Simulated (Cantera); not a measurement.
Feed: 1 mol MgO, 0.57 mol CH4, a varied amount of H2, held at 2125 K and 5.20 bar.

Method: chemical equilibrium by Gibbs-energy minimisation in Cantera with the NASA 1993 tables (ideal gas, pure condensed phases). Candidate condensed phases: C, C6H6, C7H8, C8H18, H2O, Mg, MgCO3, MgO, Mg(OH)2; 116 gas species. The tables' values for MgH are old estimates; treat these amounts as uncertain. Kinetics and transport are ignored.

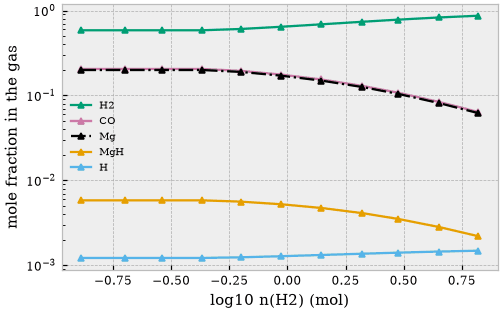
*Equilibrium gas composition (values under 1e-9 drawn at 1e-9)*

### Question
Read off the mole fractions at 4.5 mol H2.

### Answer
H2 about 0.83, CO about 0.084, Mg about 0.081, MgH about 0.0028, H about 0.0015.
